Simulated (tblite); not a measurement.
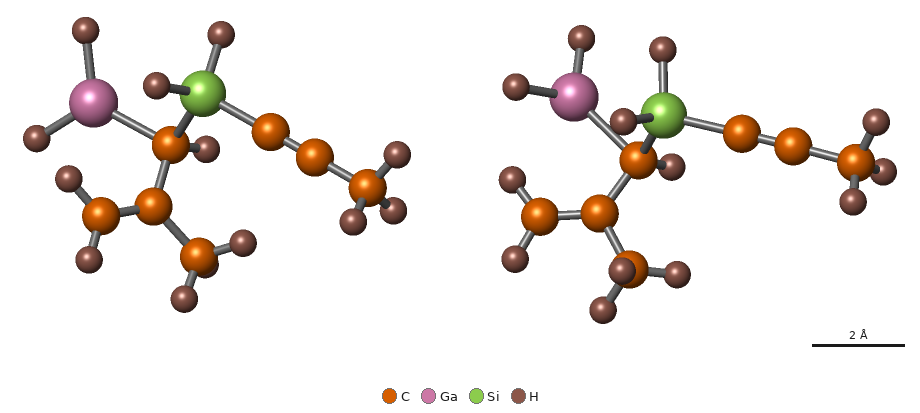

Two geometries of C7H13GaSi, drawn at one scale. One is the start of a relaxation, the other its converged end. The picture is a ball-and-stick view, seen at a tilt.

All numbers below come from tblite 0.8.0, GFN2-xTB geometry optimisation, gas phase. 

Which of the two is the end point?

Answer. The left one is the relaxed one. The energy falls by 23.8 kcal/mol in 278 geometry steps. The largest move after the best rigid fit is that of an H atom, 2.86 Å. By element the largest moves are H 2.86 Å, C 1.07 Å, Si 0.50 Å, Ga 0.46 Å. Some distances before and after: Ga–H 2.296 → 2.644 Å, C–Ga 2.844 → 3.079 Å, Ga–H 1.447 → 1.582 Å, C–Si 1.819 → 1.917 Å. Bond angles that change, for instance: H–Ga–H 104.2° → 113.9°, Si–C–H 116.5° → 107.4°, Ga–C–Si 97.2° → 106.0°. Groups turn about C–C by about 40°, C–C by about 35°, C–Si by about 30°.
